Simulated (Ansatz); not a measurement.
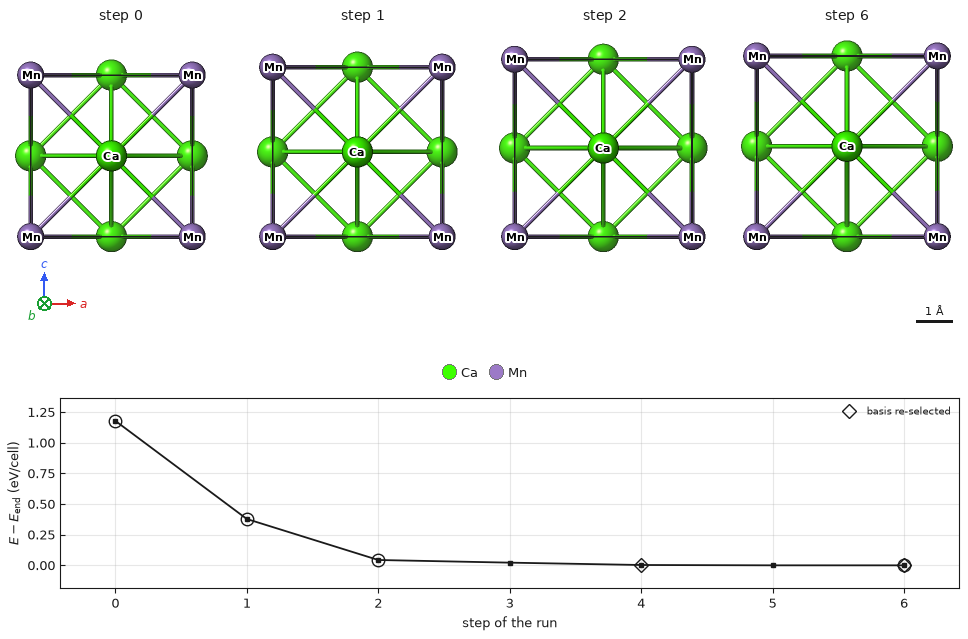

Frames of a relaxation of a crystal of Ca$_{3}$Mn (built on the Cu3Au (L1_2)_221 type) (coarse preliminary run), marked on the history of the run. Style: ball-and-stick. Shown: the cell of the calculation, along the b axis.

Case: Cu3Au (L1_2) type (Pm-3m, No. 221).

All numbers below come from Ansatz, DFT PBE, scalar-relativistic, plane waves, PAW.

Input file:
```yaml
crystal:
  lattice:
    - [4.5701882993, 0.0, 0.0]
    - [0.0, 4.5701882993, 0.0]
    - [0.0, 0.0, 4.5701882993]
  atoms:
    - { symbol: Ca, position: [0.0, 0.5, 0.5] }
    - { symbol: Ca, position: [0.5, 0.0, 0.5] }
    - { symbol: Ca, position: [0.5, 0.5, 0.0] }
    - { symbol: Mn, position: [0.0, 0.0, 0.0], spin: 4.31 }
basis:
  ecutwfc: 420
kpoints:
  mp_grid: { grid: [4, 4, 4] }
hamiltonian:
  xc: pbe
scf:
  occupations: { method: gaussian, width: 0.1 }
  lower_state_search: "off"
output:
  forces: true
  stress: true
  eigenvalues: true
  populations: true
magnetization:
  spin_polarized: true
relax:
  adjacent_minimum: "off"
  f_tol: 0.04
  max_steps: 70
  cell: { stress_tol: 0.4 }
```

Command:
```bash
ansatz run input.yaml --threads 1 --pin off --max-ram 2560MiB --backend cpu --events-out ev --progress --plain --runs-dir out
```

Q: What happens along the run?

A: Over 4 accepted moves (6 points after the start) the energy falls by 1.179 eV per cell of the calculation. All forces vanish by symmetry, so only the cell relaxes. The pressure goes from 12.36 to 0.07 GPa. The SCF was repeated twice at an unchanged geometry on a basis and grid sized afresh for the cell, which shifted the energy by 19.2 meV per cell of the calculation at most. No atom moves by more than 0.005 Å relative to the cell. The drawn cell changes as follows: a = b = c 4.570 → 5.111 Å (+11.8 %); the volume changes by +39.8 %. Near-neighbour distances that change, for instance: Ca1–Ca2 3.232 → 3.614 Å, Ca1–Mn4 3.232 → 3.614 Å. The space group stays Pm-3m (No. 221). The run took 35 s on 1 thread of Arm Neoverse V1, on a shared host, peak memory 0.4 GiB. From step 0 to 1: volume +15.3 %, energy −0.801 eV per cell of the calculation. From step 1 to 2: volume +14.6 %, energy −0.334 eV per cell of the calculation. From step 2 to 6: volume +5.8 %, energy −43.7 meV per cell of the calculation.
